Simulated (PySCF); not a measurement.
# Hf₂H₃Cl₃O₄: geometry relaxation

System: Hf₂H₃Cl₃O₄.
Method: PBE0-D3(BJ)/def2-SVP geometry optimisation, gas phase (PySCF 2.14.0).

The run did not end well.

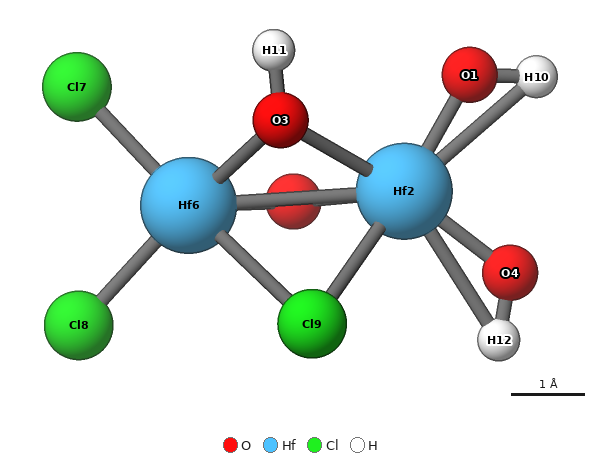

**Figure 1.** The starting structure (ball-and-stick view, seen on its broad side; atoms are numbered from 1 in the order of the input). Sticks mark near contacts. Bond lengths as drawn: Cl–Hf 2.28 to 2.62 Å, Hf–Hf 3.00 Å, Hf–O 1.86 to 2.31 Å, H–Hf 2.46 to 2.47 Å and H–O 0.95 to 0.99 Å.

### Outcome

| quantity | value |
| --- | --- |
| outcome | not converged |
| total energy | −1778.483377 hartree |
| dipole moment | 8.10 D |
| point group | C1 |
| hardware | 1 CPU thread, shared host |
| wall time | 30 min |
| peak memory | 1.1 GiB |

### What went wrong

The run did not converge. At least one of its steps failed, so the values that rest on that step are not results.

### The input
```
{"job": {"xc": "PBE0", "basis": "def2-SVP", "d3": "d3bj", "grid": 2, "kind": "geom", "shake": 0.01}, "charge": 0, "multiplicity": 1}
O     -1.560420     1.957740     0.416076
Hf    -0.389941     0.856052    -0.512058
O      0.649862     0.274247     1.463231
O     -0.567767     1.657074    -2.202083
O     -0.697781    -1.042405    -0.339037
Hf     0.770253    -1.654412     0.653988
Cl     0.187028    -2.746672     2.582448
Cl     1.890209    -3.465865    -0.166208
Cl     1.877775    -0.046575    -1.099642
H     -2.144713     2.537947    -0.130057
H      0.101367     0.358242     2.273454
H     -0.077381     1.287042    -2.923112
```

The first line tells a small driver script what to run in PySCF; the rest is the geometry in Å.

Launch command:
```bash
OMP_NUM_THREADS=1 python <driver script> task.json out
```

### The program's output
```
step   0  E = -1778.43082922  max force = 0.055092
step   1  E = -1778.45301995  max force = 0.020851
step   2  E = -1778.45891852  max force = 0.007867
step   3  E = -1778.46107044  max force = 0.007749
step   4  E = -1778.46367622  max force = 0.006305
step   5  E = -1778.46494038  max force = 0.007122
step   6  E = -1778.46626857  max force = 0.013503
step   7  E = -1778.46736713  max force = 0.004815
step   8  E = -1778.46796925  max force = 0.002563
step   9  E = -1778.46815526  max force = 0.002321
step  10  E = -1778.46841829  max force = 0.001857
step  11  E = -1778.46853584  max force = 0.001372
step  12  E = -1778.46863457  max force = 0.001452
step  13  E = -1778.46870915  max force = 0.001882
step  14  E = -1778.46878463  max force = 0.001651
step  15  E = -1778.46886219  max force = 0.002405
step  16  E = -1778.46894979  max force = 0.002317
step  17  E = -1778.46904221  max force = 0.001740
step  18  E = -1778.46916682  max force = 0.001350
step  19  E = -1778.46931714  max force = 0.001394
step  20  E = -1778.46946849  max force = 0.002518
step  21  E = -1778.46968998  max force = 0.003390
step  22  E = -1778.46924169  max force = 0.014397
step  23  E = -1778.47021802  max force = 0.005002
step  24  E = -1778.47062011  max force = 0.004403
step  25  E = -1778.47174578  max force = 0.008123
step  26  E = -1778.47269196  max force = 0.008734
step  27  E = -1778.47402579  max force = 0.005118
step  28  E = -1778.47513151  max force = 0.003715
step  29  E = -1778.47623629  max force = 0.003092
step  30  E = -1778.47613982  max force = 0.018236
step  31  E = -1778.47979055  max force = 0.007559
step  32  E = -1778.48034977  max force = 0.006445
step  33  E = -1778.48109056  max force = 0.003751
step  34  E = -1778.48185802  max force = 0.004662
step  35  E = -1778.48224765  max force = 0.005711
step  36  E = -1778.48254807  max force = 0.005328
step  37  E = -1778.48277566  max force = 0.003729
step  38  E = -1778.48292874  max force = 0.002534
step  39  E = -1778.48302683  max force = 0.002803
step  40  E = -1778.48309931  max force = 0.002233
step  41  E = -1778.48316075  max force = 0.001184
step  42  E = -1778.48320305  max force = 0.001302
step  43  E = -1778.48325125  max force = 0.001515
step  44  E = -1778.48331996  max force = 0.001275
step  45  E = -1778.48337707  max force = 0.000783
optimisation not converged
```

### Trajectory as extended XYZ (Å, eV, eV/Å), 9 of the 46 frames kept, from step=0 to step=45
```
12
Properties=species:S:1:pos:R:3:forces:R:3 step=0 energy=-48393.56780
O    -1.5604    1.9577    0.4161   -2.8329   2.4799   0.7479
Hf   -0.3899    0.8560   -0.5121    1.8615  -1.1702   1.2028
O     0.6499    0.2742    1.4632   -0.2502   0.4547   0.4081
O    -0.5678    1.6571   -2.2021   -0.4272   0.8227  -1.5100
O    -0.6978   -1.0424   -0.3390   -1.9839  -1.2117  -0.7977
Hf    0.7702   -1.6544    0.6540    0.5248   0.4991   0.4388
Cl    0.1870   -2.7467    2.5825   -0.6257  -0.4033   1.3776
Cl    1.8902   -3.4659   -0.1662    1.1125  -1.3161  -0.9873
Cl    1.8778   -0.0466   -1.0996    1.2543   0.1779  -0.1959
H    -2.1447    2.5379   -0.1301    0.5201  -0.3763   0.9649
H     0.1014    0.3582    2.2734    0.5163   0.0908  -0.5337
H    -0.0774    1.2870   -2.9231    0.3304  -0.0475  -1.1155
12
Properties=species:S:1:pos:R:3:forces:R:3 step=6 energy=-48394.53216
O    -1.6766    1.9115    0.5842   -0.3881   0.4042  -0.3178
Hf   -0.4249    0.8348   -0.4558    0.1484  -0.0242  -0.0639
O     0.6733    0.2296    1.3360   -0.1072  -0.0678   0.0468
O    -0.4348    1.5426   -2.2470    0.1169  -0.0044  -0.6595
O    -0.7702   -1.1346   -0.4521   -0.0348   0.0847   0.1275
Hf    0.7430   -1.7749    0.5405    0.1753   0.2355  -0.0654
Cl    0.0577   -2.5867    2.6683    0.0135   0.0010  -0.0764
Cl    1.9894   -3.5408   -0.4476   -0.0578  -0.0164   0.0311
Cl    2.0227   -0.0487   -1.0034   -0.0587  -0.1551   0.0814
H    -2.3161    2.6315    0.4461    0.4466  -0.4965   0.2107
H     0.2807    0.3728    2.2090   -0.0267  -0.0260  -0.0088
H    -0.1062    1.5353   -3.1612   -0.2274   0.0650   0.6943
12
Properties=species:S:1:pos:R:3:forces:R:3 step=11 energy=-48394.59385
O    -1.6136    1.8579    0.5334   -0.0274   0.0265   0.0372
Hf   -0.3315    0.8625   -0.4963   -0.0479   0.0586   0.0020
O     0.6819    0.1923    1.3119    0.0706   0.0235  -0.0011
O    -0.3376    1.6700   -2.2433    0.0188  -0.0082  -0.0205
O    -0.7690   -1.0777   -0.5147    0.0220  -0.0451  -0.0375
Hf    0.7154   -1.8036    0.4681   -0.0170   0.0332   0.0506
Cl    0.0069   -2.5861    2.5990   -0.0051  -0.0142   0.0009
Cl    1.7751   -3.6979   -0.4975   -0.0056  -0.0051  -0.0165
Cl    2.1027   -0.1833   -0.9821   -0.0238  -0.0295  -0.0374
H    -2.2713    2.4926    0.8142    0.0063  -0.0265  -0.0075
H     0.2535    0.3086    2.1708   -0.0252  -0.0111  -0.0025
H    -0.1744    1.9372   -3.1466    0.0344  -0.0022   0.0324
12
Properties=species:S:1:pos:R:3:forces:R:3 step=17 energy=-48394.60763
O    -1.6050    1.8937    0.5621    0.0197   0.0035  -0.0029
Hf   -0.3154    0.9091   -0.4622    0.0180  -0.0137   0.0306
O     0.7009    0.1486    1.2718   -0.0673   0.0676   0.0179
O    -0.0689    1.8488   -2.1279   -0.0141   0.0104   0.0119
O    -0.8743   -0.9991   -0.5489    0.0317  -0.0408  -0.0017
Hf    0.5674   -1.8555    0.3928   -0.0143  -0.0863  -0.0895
Cl   -0.1603   -2.6006    2.5344    0.0141   0.0223   0.0154
Cl    1.4182   -3.8302   -0.6155   -0.0373  -0.0183   0.0256
Cl    2.0443   -0.3859   -1.0533    0.0296   0.0418   0.0075
H    -2.2573    2.5025    0.9033   -0.0269   0.0171  -0.0026
H     0.2565    0.2616    2.1246    0.0368  -0.0125   0.0197
H     0.3319    2.0797   -2.9645    0.0101   0.0089  -0.0319
12
Properties=species:S:1:pos:R:3:forces:R:3 step=22 energy=-48394.61306
O    -1.7179    2.0759    0.2652   -0.0991  -0.0503   0.1627
Hf   -0.3104    0.9667   -0.3862   -0.4908   0.4807  -0.7403
O     0.5692    0.1543    1.2039    0.1226  -0.1874   0.5609
O     0.6188    2.0257   -1.7079    0.0813  -0.0209   0.0033
O    -1.0003   -0.8982   -0.7184    0.0389   0.2211   0.1620
Hf    0.2788   -1.9915    0.1910    0.1235  -0.1441   0.1183
Cl   -0.0279   -2.4513    2.5307   -0.0730  -0.0887  -0.0440
Cl    0.2526   -4.1467   -0.7747   -0.0177   0.0386  -0.0124
Cl    2.0588   -0.8695   -0.9855    0.3050  -0.2140  -0.1227
H    -2.4032    2.6964    0.5046   -0.0191   0.0097  -0.0243
H     0.3505    0.1449    2.1449    0.0519  -0.0153  -0.0060
H     1.3688    2.2660   -2.2508   -0.0234  -0.0295  -0.0576
12
Properties=species:S:1:pos:R:3:forces:R:3 step=28 energy=-48394.77333
O    -1.9133    2.0851    0.2011   -0.0380   0.0417   0.0286
Hf   -0.4187    1.0309   -0.3712   -0.1910   0.0980   0.0476
O     0.5346    0.2458    1.2423    0.0070   0.0995  -0.0442
O     0.5638    1.8677   -1.7963    0.0489   0.0693   0.0631
O    -0.8951   -0.8564   -0.6784    0.1054  -0.0173  -0.1177
Hf    0.4250   -1.9054    0.2735   -0.0534  -0.1615   0.0154
Cl   -0.0322   -2.4637    2.5576    0.0282   0.0423   0.0165
Cl    0.3561   -4.0578   -0.6918   -0.0367   0.0189  -0.0199
Cl    2.3727   -0.9953   -0.7724    0.1075  -0.1173   0.0490
H    -2.5992    2.7485    0.2661   -0.0148  -0.0391  -0.0044
H     0.3548    0.2625    2.1904    0.0623  -0.0038  -0.0019
H     1.2893    2.0108   -2.4038   -0.0255  -0.0308  -0.0321
12
Properties=species:S:1:pos:R:3:forces:R:3 step=34 energy=-48394.95637
O    -2.1233    1.8970    0.2060   -0.0839  -0.0022   0.0042
Hf   -0.4953    1.0843   -0.4108    0.0305   0.1679  -0.1637
O     0.6484    0.3758    1.0723    0.0080  -0.2397   0.1549
O     0.4514    2.0778   -1.7529    0.0372   0.0604   0.0563
O    -0.5949   -0.7979   -0.9054   -0.0204  -0.1780  -0.0372
Hf    0.5332   -1.9107    0.2374   -0.1005   0.1509  -0.0107
Cl   -0.1673   -2.2615    2.4901   -0.0026   0.0042   0.0301
Cl    0.1641   -4.0311   -0.7058   -0.0261  -0.0490   0.0042
Cl    2.8296   -1.6185   -0.2031    0.1238   0.0113  -0.0255
H    -2.9566    2.3383    0.3586   -0.0276  -0.0162   0.0102
H     0.7006    0.3764    2.0343    0.0728   0.0953   0.0010
H     1.0480    2.4428   -2.4037   -0.0111  -0.0051  -0.0238
12
Properties=species:S:1:pos:R:3:forces:R:3 step=39 energy=-48394.98817
O    -2.1805    1.6901    0.1715    0.0415   0.0155   0.0076
Hf   -0.4668    1.1002   -0.4642    0.0179  -0.1257   0.0259
O     0.7170    0.3520    1.0017   -0.1441  -0.0056   0.0016
O     0.4115    2.2841   -1.6983    0.0257   0.0242   0.0465
O    -0.4556   -0.7696   -1.0136    0.0002   0.0782  -0.0112
Hf    0.5707   -1.8815    0.2328    0.0166  -0.0395  -0.0072
Cl   -0.2855   -2.1751    2.4406    0.0056   0.0097  -0.0091
Cl    0.0950   -4.0241   -0.6339    0.0160   0.0301  -0.0051
Cl    2.9167   -1.7622   -0.0626   -0.0109  -0.0065   0.0032
H    -3.0840    1.8905    0.4110    0.0154  -0.0028  -0.0060
H     0.8808    0.4574    1.9452    0.0398   0.0459  -0.0246
H     0.9186    2.8109   -2.3133   -0.0236  -0.0235  -0.0216
12
Properties=species:S:1:pos:R:3:forces:R:3 step=45 energy=-48394.99770
O    -2.2006    1.7226    0.1499    0.0131  -0.0112  -0.0403
Hf   -0.4900    1.0920   -0.4593   -0.0069   0.0264   0.0198
O     0.6021    0.3057    1.0436    0.0094  -0.0139  -0.0137
O     0.4791    2.3013   -1.5962    0.0110   0.0131   0.0371
O    -0.4538   -0.7619   -1.0512   -0.0189  -0.0025   0.0240
Hf    0.5517   -1.8969    0.1973    0.0164   0.0073   0.0044
Cl   -0.3559   -2.3247    2.3573   -0.0124  -0.0054  -0.0015
Cl    0.1900   -4.0011   -0.7986    0.0071  -0.0076  -0.0037
Cl    2.9045   -1.6972    0.0098   -0.0124  -0.0047   0.0021
H    -3.1042    1.9280    0.3826   -0.0046   0.0018   0.0036
H     0.8882    0.4672    1.9478    0.0100   0.0072   0.0013
H     1.0269    2.8377   -2.1659   -0.0118  -0.0106  -0.0332
```

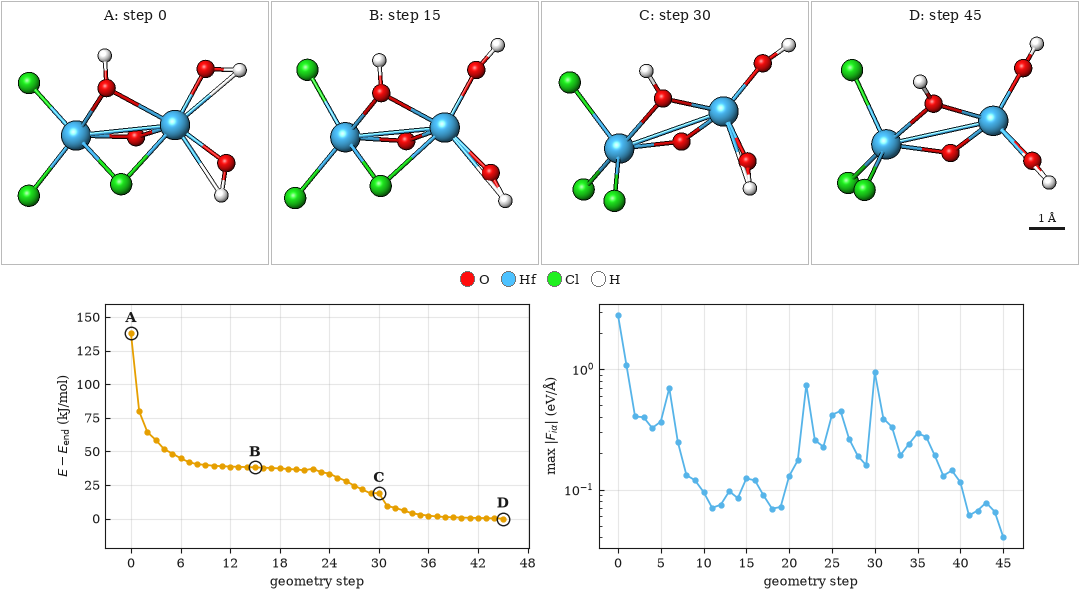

**Figure 2.** Frames of the relaxation (ball-and-stick view, seen at a tilt) above the curves, on which the letters mark them (steps are counted from 0).

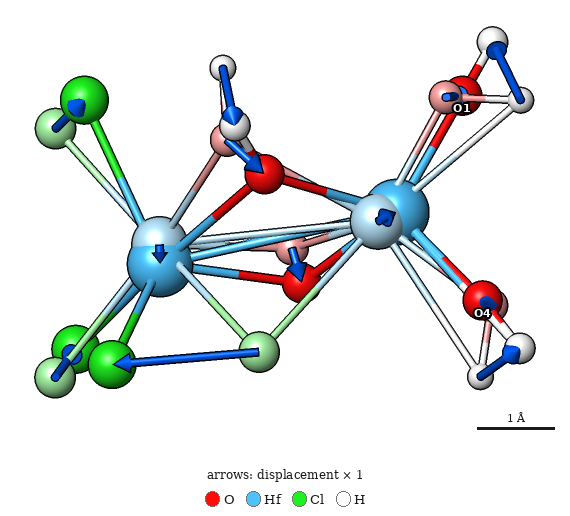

**Figure 3.** Start (faint) and end (solid) with the displacements as blue arrows, at true length (ball-and-stick view, seen at a tilt). The two geometries are laid on each other by the best rigid fit. The relaxation stopped without meeting its thresholds, so the last structure isn't shown to be converged. Over 45 geometry steps the energy falls by 138.0 kJ/mol. Largest force component: 2.8 eV/Å at the start, 0.04 eV/Å at the end. The atom that moves furthest after the best rigid fit is Cl9 (1.94 Å). Largest moves by element: Cl 1.94 Å, H 1.67 Å, O 1.01 Å, Hf 0.34 Å. Among the contacts that change: Hf2–Cl9 2.510 → 4.418 Å, Hf2–H10 2.460 → 2.871 Å, Hf2–H12 2.469 → 2.874 Å, Hf2–O3 2.307 → 2.017 Å. Bonds break: Hf2–Cl9 (2.51 → 4.42 Å). Among the angles that change: Hf2–O4–H12 118.0° → 174.4°, Hf2–O1–H10 116.4° → 171.6°, Hf2–Hf6–Cl9 52.5° → 103.1°. (Atoms are counted from 1 in the order of the input.)
